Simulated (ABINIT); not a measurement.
Band structure of NaI (Fm-3m, 2 atoms in the cell).

```
NaI
1.0
    0.00000     3.23500     3.23500
    3.23500     0.00000     3.23500
    3.23500     3.23500     0.00000
Na I
1 1
Direct
  0.00000   0.00000   0.00000
  0.50000   0.50000   0.50000
```

Computed with PBE, norm-conserving pseudopotentials (PseudoDojo nc-sr-05 PBE standard) (plane waves; ABINIT).

Settings: pseudos = [Na.upf, I.upf]; ecut = 44 Ha; occopt = 3; tsmear = 0.00183747 Ha; ngkpt = 9 9 9; nshiftk = 1; shiftk = 0 0 0; potentials = PseudoDojo nc-sr-05 PBE standard; kptopt = 1; nstep = 50; tolvrs1 = 1e-12; ndtset = 2; getden2 = 1.

The starting cell has typed, rounded lattice constants, without a prior relaxation at this level. Spin-orbit coupling is off.

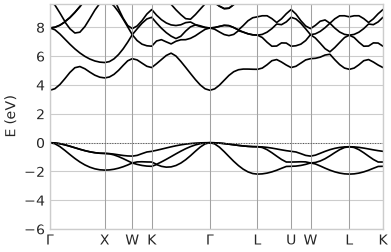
Fig. 1. Bands along the path, energies from the top of the valence band on the SCF mesh.

Read off roughly the gap and where its edges lie.

The gap along the path is about 3.6 eV (computed: 3.64 eV), direct at Γ to within 0.01 eV.

Levels in eV from the top of the valence band on the SCF mesh, bands 5 to 12:
| point | 5 | 6 | 7 | 8 | 9 | 10 | 11 | 12 |
|---|---|---|---|---|---|---|---|---|
| Γ | -11.02 | 0.00 | 0.00 | 0.00 | 3.64 | 7.97 | 7.97 | 7.97 |
| X | -10.63 | -1.90 | -0.75 | -0.75 | 4.50 | 5.57 | 9.88 | 11.30 |
| W | -10.62 | -1.41 | -1.41 | -0.93 | 5.83 | 7.50 | 7.50 | 7.92 |
| K | -10.63 | -1.64 | -1.34 | -0.60 | 5.22 | 6.70 | 8.71 | 9.25 |
| L | -10.71 | -2.18 | -0.28 | -0.28 | 5.09 | 7.47 | 7.47 | 8.74 |
| U | -10.63 | -1.64 | -1.34 | -0.60 | 5.22 | 6.70 | 8.71 | 9.25 |
